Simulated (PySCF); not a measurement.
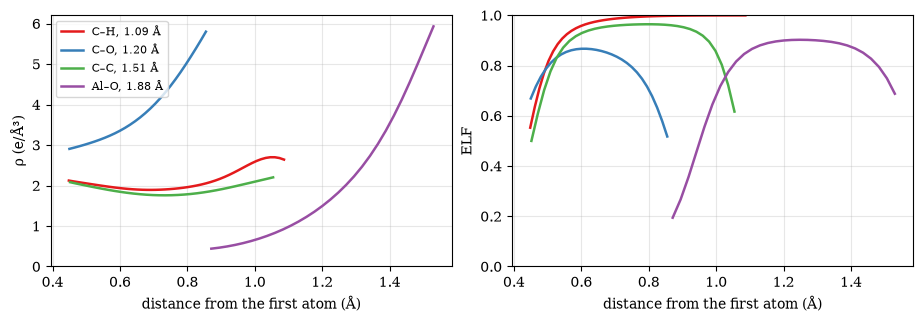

Figure 1: C5H13AlO2 (SMILES C[C@H](C=O)C[O+](C)[AlH3-]). Electron density and electron localisation function along straight lines between neighbouring atoms. The curves leave out the atomic cores.

Geometry: GFN2-xTB.

Theory: PySCF, B3LYP/pcSseg-1, SCF density, in a acetonitrile solvent model, non-relativistic.

Input file:

```
{"job": {"xc": "B3LYP", "basis": "pcSseg-1", "solvent": "acetonitrile", "kind": "nmr", "pop": true}, "charge": 0, "multiplicity": 1}
C      2.175815     1.372381     0.307346
C      1.052725     0.332537     0.344755
C      1.628558    -1.040552     0.120308
O      1.359920    -1.768470    -0.794560
C     -0.058281     0.654101    -0.659313
O     -1.232548    -0.090192    -0.354181
C     -1.621027    -1.071456    -1.299358
Al    -2.029610    -0.109844     1.351391
H      1.783734     2.352269     0.564816
H      2.955751     1.114368     1.019243
H      2.613468     1.424067    -0.687830
H      0.592103     0.330599     1.342497
H      2.370257    -1.334453     0.886317
H      0.269803     0.429856    -1.678855
H     -0.313485     1.715000    -0.583429
H     -0.805737    -1.771021    -1.492469
H     -2.459686    -1.602461    -0.847313
H     -1.945094    -0.598627    -2.230831
H     -1.269017    -1.337948     1.998709
H     -1.552507     1.340060     1.770642
H     -3.524062    -0.323272     0.921641
```

Command:

```sh
OMP_NUM_THREADS=1 python ens_run.py task.json out
```

Compare the contacts.

Answer. C–H (1.09 Å): the density is about 2 e/Å³ at the midpoint; the ELF climbs to about 1 towards the hydrogen, as it does in any bond to H; a covalent bond by its length.
C–O (1.20 Å): ρ at the midpoint is about 3.4 e/Å³; the ELF peaks at about 0.85 between the atoms (a short, multiple covalent bond).
C–C (1.51 Å): the density is about 1.8 e/Å³ at the midpoint; the ELF peaks at about 0.95 between the atoms (localised, covalent bonding).
Al–O (1.88 Å): the density is about 0.53 e/Å³ at the midpoint; the ELF peaks at about 0.90 in the valence shell of O, 0.6 Å from its nucleus, and is about 0.45 at the midpoint.
